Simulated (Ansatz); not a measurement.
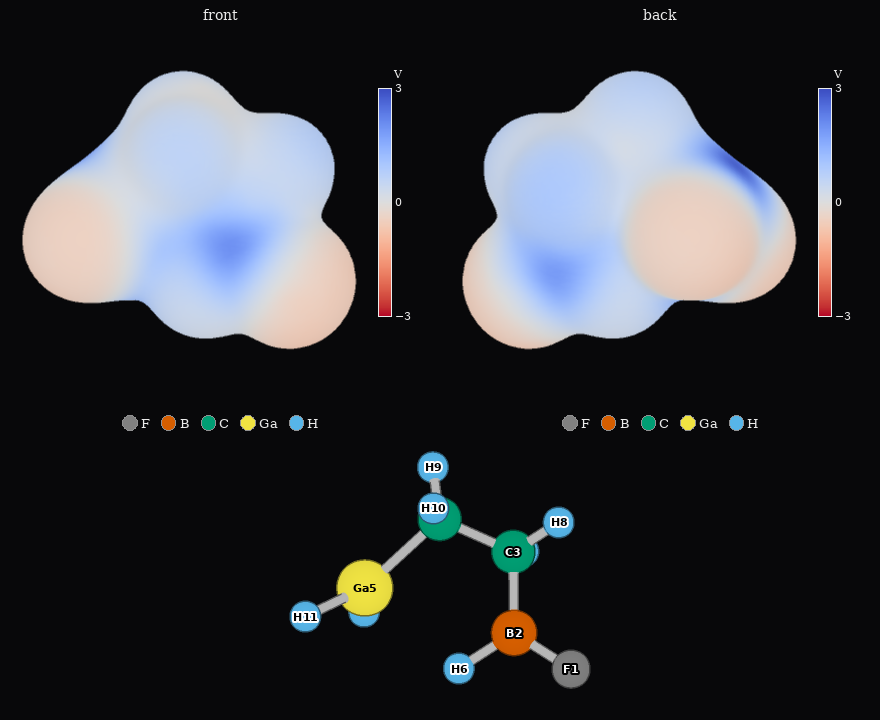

*C2H7BFGa. The electrostatic potential painted on the density surface at 0.002 e/bohr³, seen from the front and from behind; the colour scale runs from red (negative) to blue (positive). The bare structure is drawn below in the same view.*

All numbers below come from Ansatz, RKS PBE0/def2-SVP.

```tsv
atom	x (Å)	y (Å)	z (Å)
F	-1.2698	1.0020	2.3379
B	-0.8377	0.5055	1.1955
C	0.5211	-0.2209	1.0020
C	1.0439	-0.0412	-0.4309
Ga	-0.4939	-0.1861	-1.6875
H	-1.6137	0.6231	0.2423
H	0.2497	-1.2872	1.1663
H	1.2561	0.0151	1.7912
H	1.8166	-0.7885	-0.6767
H	1.5155	0.9476	-0.5480
H	-0.8542	0.9534	-2.7122
H	-1.3336	-1.5227	-1.6799
```

Question: Which sites attract a positive test charge, and which a negative one?

Answer: A positive charge is drawn to the negative regions and a negative charge to the positive ones. The most negative region (about −0.6 V) lies over F1 and H12, the most positive (about +2.4 V) over Ga5.
